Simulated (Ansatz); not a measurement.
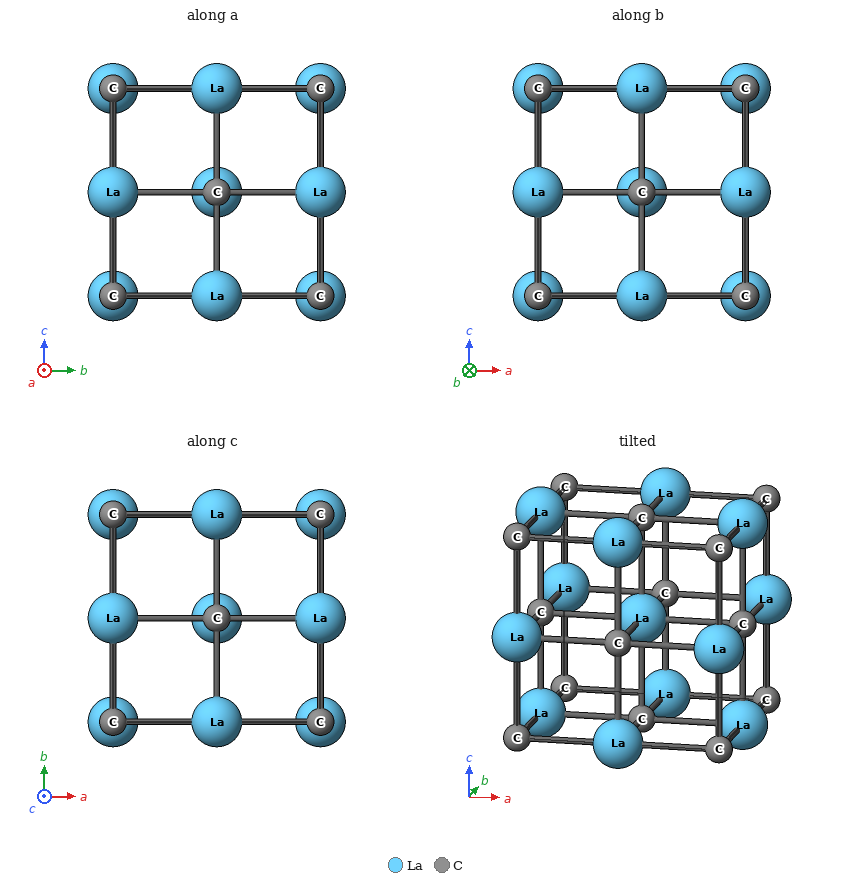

Ball-and-stick representation of a periodic structure, projected along the a axis, along the b axis, along the c axis and slightly off an axis. The outline marks the conventional unit cell.

Lattice parameters: a = 5.264 Å, b = 5.264 Å, c = 5.264 Å, α = 90.00°, β = 90.00°, γ = 90.00°. Put a along x and b in the xy plane.

Question: Express the structure as a POSCAR file.

Answer:
```
La C
1.0
     5.264    0.000    0.000
     0.000    5.264    0.000
     0.000    0.000    5.264
La C
4 4
Direct
  0.5000 0.0000 0.0000
  0.5000 0.5000 0.5000
  0.0000 0.0000 0.5000
  0.0000 0.5000 0.0000
  0.0000 0.0000 0.0000
  0.0000 0.5000 0.5000
  0.5000 0.0000 0.5000
  0.5000 0.5000 0.0000
```

The cell started as a structure type filled with these elements by a generator (whether the compound takes this form wasn't checked). Earlier steps of the study, as a rule a relaxation of our own, may have changed the cell and positions, so they can lie some per cent off the listed ones. It was run through Ansatz as a DFT input.

At this level of theory the run's own cell isn't at rest (compressed, at 9 GPa), so its distances can differ from those at equilibrium, the more so the softer the solid.
